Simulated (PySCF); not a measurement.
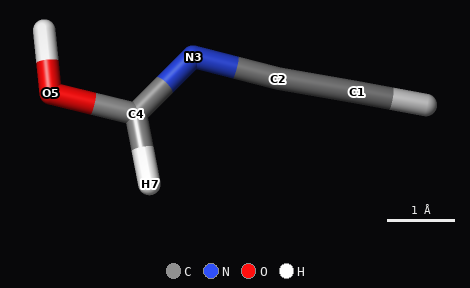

*The structure as given in the input (stick view, seen at an oblique angle; atoms are numbered from 1 in the order of the input).*

Bond lengths as drawn: C–C 1.20 Å, C–H 1.06 to 1.09 Å, C–N 1.27 to 1.33 Å, C–O 1.32 Å and H–O 0.97 Å.

GW calculation of C3H3NO

System: C3H3NO, SMILES C#CN=CO.
Method: G0W0 (PBE)/cc-pVDZ, RKS (PySCF 2.14.0).

The geometry comes from this level: PBE0-D4/def2-TZVP.

The program's output:
```
PySCF version 2.14.0

[INPUT] num. atoms = 8
[INPUT] num. electrons = 36
[INPUT] charge = 0
[INPUT] spin (= nelec alpha-beta = 2S) = 0
[INPUT] symmetry False subgroup None
[INPUT] Mole.unit = angstrom
[INPUT] Symbol           X                Y                Z      unit          X                Y                Z       unit  Magmom
[INPUT]  1 C     -1.474700000000   0.982100000000   1.481600000000 AA   -2.786779115896   1.855900026935   2.799818226156 Bohr   0.0
[INPUT]  2 C     -0.740000000000   0.281700000000   0.834800000000 AA   -1.398397332178   0.532335849290   1.577543368787 Bohr   0.0
[INPUT]  3 N      0.047000000000  -0.573800000000   0.186500000000 AA    0.088817127855  -1.084324850275   0.352433922231 Bohr   0.0
[INPUT]  4 C      0.715200000000  -0.204900000000  -0.826000000000 AA    1.351532124289  -0.387204882923  -1.560913778891 Bohr   0.0
[INPUT]  5 O      1.502400000000  -1.043400000000  -1.481700000000 AA    2.839124529547  -1.971740238371  -2.800007198768 Bohr   0.0
[INPUT]  6 H     -2.121000000000   1.609300000000   2.045900000000 AA   -4.008109110202   3.041136252263   3.866190678248 Bohr   0.0
[INPUT]  7 H      0.720800000000   0.796600000000  -1.255600000000 AA    1.362114590586   1.505355830829  -2.372740122004 Bohr   0.0
[INPUT]  8 H      1.442400000000  -1.904500000000  -1.041400000000 AA    2.725740962073  -3.598983404234  -1.967960786122 Bohr   0.0

nuclear repulsion = 143.294367356837
number of shells = 34
number of NR pGTOs = 151
number of NR cGTOs = 85
basis = cc-pvdz
ecp = {}

******** <class 'pyscf.dft.rks.RKS'> ********
method = RKS
initial guess = minao
damping factor = 0
level_shift factor = 0
DIIS = <class 'pyscf.scf.diis.CDIIS'>
diis_start_cycle = 1
diis_space = 8
diis_damp = 0
SCF conv_tol = 1e-10
SCF conv_tol_grad = None
SCF max_cycles = 50
direct_scf = True
direct_scf_tol = 1e-13
XC library pyscf.dft.libxc version 7.0.0
    S. Lehtola, C. Steigemann, M. J.T. Oliveira, and M. A.L. Marques.,  SoftwareX 7, 1–5 (2018)
XC functionals = pbe
    J. P. Perdew, K. Burke, and M. Ernzerhof.,  Phys. Rev. Lett. 77, 3865 (1996)
    J. P. Perdew, K. Burke, and M. Ernzerhof.,  Phys. Rev. Lett. 78, 1396 (1997)
    J. P. Perdew, K. Burke, and M. Ernzerhof.,  Phys. Rev. Lett. 77, 3865 (1996)
    J. P. Perdew, K. Burke, and M. Ernzerhof.,  Phys. Rev. Lett. 78, 1396 (1997)
radial grids:
    Treutler-Ahlrichs [JCP 102, 346 (1995); DOI:10.1063/1.469408] (M4) radial grids

becke partition: Becke, JCP 88, 2547 (1988); DOI:10.1063/1.454033
pruning grids: <function nwchem_prune>
grids dens level: 0
symmetrized grids: False
atomic radii adjust function: <function treutler_atomic_radii_adjust>
small_rho_cutoff = 0
Set gradient conv threshold to 1e-05
Initial guess from minao.
tot grids = 7272
init E= -246.486034497159
  HOMO = -0.292839284096733  LUMO = -0.100726322417029  gap/eV = 5.22766
cycle= 1 E= -245.613986044564  delta_E= 0.872  |g|= 0.721  |ddm|= 3.17
  HOMO = -0.128528390370766  LUMO = -0.0258472230058109  gap/eV = 2.79410
cycle= 2 E= -245.309173330754  delta_E= 0.305  |g|= 1.34  |ddm|=  1.9
  HOMO = -0.191734165161321  LUMO = -0.0265159139777644  gap/eV = 4.49582
cycle= 3 E= -245.691265834628  delta_E= -0.382  |g|= 0.357  |ddm|= 1.36
  HOMO = -0.204021529707858  LUMO = -0.0534132398458635  gap/eV = 4.09826
cycle= 4 E= -245.724349163585  delta_E= -0.0331  |g|= 0.132  |ddm|= 0.432
  HOMO = -0.208959357996824  LUMO = -0.0587356988519923  gap/eV = 4.08779
cycle= 5 E= -245.728235577342  delta_E= -0.00389  |g|= 0.0407  |ddm|= 0.121
  HOMO = -0.207870221624773  LUMO = -0.055756335724702  gap/eV = 4.13923
cycle= 6 E= -245.728555033199  delta_E= -0.000319  |g|= 0.0178  |ddm|= 0.0375
  HOMO = -0.206524688702401  LUMO = -0.0557740526073616  gap/eV = 4.10213
cycle= 7 E= -245.728622142928  delta_E= -6.71e-05  |g|= 0.00551  |ddm|= 0.0211
  HOMO = -0.206817365202614  LUMO = -0.0558364612069213  gap/eV = 4.10840
cycle= 8 E= -245.728629845164  delta_E= -7.7e-06  |g|= 0.0013  |ddm|= 0.00587
  HOMO = -0.206873366238287  LUMO = -0.0558084008852435  gap/eV = 4.11069
cycle= 9 E= -245.728630259583  delta_E= -4.14e-07  |g|= 0.000211  |ddm|= 0.00167
  HOMO = -0.206859137147295  LUMO = -0.0558028498665113  gap/eV = 4.11045
cycle= 10 E= -245.728630270444  delta_E= -1.09e-08  |g|= 2.19e-05  |ddm|= 0.000242
  HOMO = -0.206862794729979  LUMO = -0.05580411641612  gap/eV = 4.11052
cycle= 11 E= -245.728630270564  delta_E= -1.2e-10  |g|= 1.02e-05  |ddm|= 4.58e-05
  HOMO = -0.206861695196172  LUMO = -0.0558037237958584  gap/eV = 4.11050
cycle= 12 E= -245.728630270591  delta_E= -2.74e-11  |g|= 1.02e-06  |ddm|= 1.31e-05
  HOMO = -0.206861605559397  LUMO = -0.0558038892228589  gap/eV = 4.11049
```

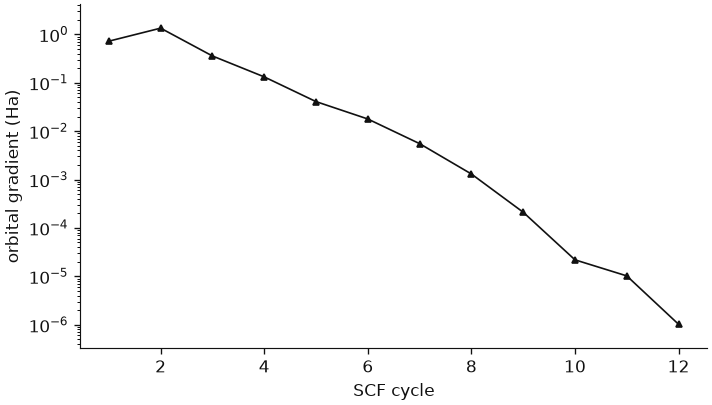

*Convergence of the self-consistent field: orbital gradient against the SCF cycle.*

The residual falls almost steadily, with no more than small rises.

```
Extra cycle  E= -245.728630270588  delta_E= 3.52e-12  |g|= 3.47e-06  |ddm|= 4.4e-06
converged SCF energy = -245.728630270588
E = -245.7286302706 Eh

******** <class 'pyscf.gw.gw_ac.GWAC'> ********
method = GWAC
GW nocc = 18, nvir = 67
frozen orbitals = None
off-diagonal self-energy = False
GW density matrix = False
density-fitting for exchange = False
outcore for self-energy= False
broadening parameter = 5.000e-03
number of grids = 100
analytic continuation method = pade
imaginary frequency cutoff = 5.0
Pade points = 18
Pade step ratio = 0.667
use perturbative linearized QP eqn = False
QPE max iter = 100
QPE tolerance = 1.0e-06

Starting get_sigma_diag main loop with 100 frequency points.
   0    1    2    3    4    5    6    7    8    9   10   11
  12   13   14   15   16   17   18   19   20   21   22   23
  24   25   26   27   28   29   30   31   32   33   34   35
  36   37   38   39   40   41   42   43   44   45   46   47
  48   49   50   51   52   53   54   55   56   57   58   59
  60   61   62   63   64   65   66   67   68   69   70   71
  72   73   74   75   76   77   78   79   80   81   82   83
  84   85   86   87   88   89   90   91   92   93   94   95
  96   97   98   99
Finished get_sigma_diag main loop.

WARN: GW QP energies may not be sorted from min to max

orbital   mean field (eV)   quasiparticle (eV)
  17      -5.6944      -8.3611
  18      -5.6290      -8.3875
  19      -1.5185       1.9353
  20       0.6123       3.6695
```

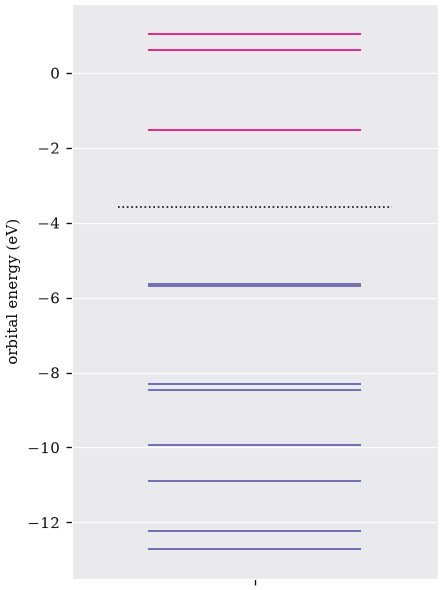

*Orbital energies near the frontier; the dotted line parts filled from empty levels, and levels within 0.02 eV of each other stand side by side.*

Highest filled −5.63 eV, lowest empty −1.52 eV, 4.11 eV apart.

The run was set up as follows.

Input (input.py):
```python
from pyscf import gto, dft, gw

molecule = gto.Mole()
molecule.atom = [
    ('C', (-1.474700, 0.982100, 1.481600)),
    ('C', (-0.740000, 0.281700, 0.834800)),
    ('N', (0.047000, -0.573800, 0.186500)),
    ('C', (0.715200, -0.204900, -0.826000)),
    ('O', (1.502400, -1.043400, -1.481700)),
    ('H', (-2.121000, 1.609300, 2.045900)),
    ('H', (0.720800, 0.796600, -1.255600)),
    ('H', (1.442400, -1.904500, -1.041400)),
]
molecule.charge = 0
molecule.max_memory = 1860
molecule.basis = 'cc-pvdz'
molecule.verbose = 4
molecule.build()

ks = dft.RKS(molecule, xc='pbe')
ks.grids.level = 0
ks.conv_tol = 1e-10
ks.kernel()
if not ks.converged:
    ks = ks.newton().run(ks.mo_coeff, ks.mo_occ)

energy = ks.e_tot
print('E = %.10f Eh' % energy)

nocc = molecule.nelec[0]
orbs = list(range(max(0, nocc - 2), min(molecule.nao, nocc + 2)))
mygw = gw.GW(ks, freq_int='ac')
mygw.orbs = orbs
mygw.kernel()
print('orbital   mean field (eV)   quasiparticle (eV)')
for p in orbs:
    print('%4d %12.4f %12.4f' % (p + 1, ks.mo_energy[p] * 27.211386, mygw.mo_energy[p] * 27.211386))
```

Command:
```bash
OMP_NUM_THREADS=1 python input.py
```

Results in brief:

| quantity | value |
| --- | --- |
| outcome | converged |
| total energy | −245.728630 hartree |
| basis functions | 85 |
| HOMO | −5.63 eV |
| LUMO | −1.52 eV |
| dipole moment | 1.46 D |
| hardware | 1 thread of Arm Neoverse V2, 24 GiB of memory available, shared host |
| wall time | 3.6 s |
| peak memory | 0.27 GiB |
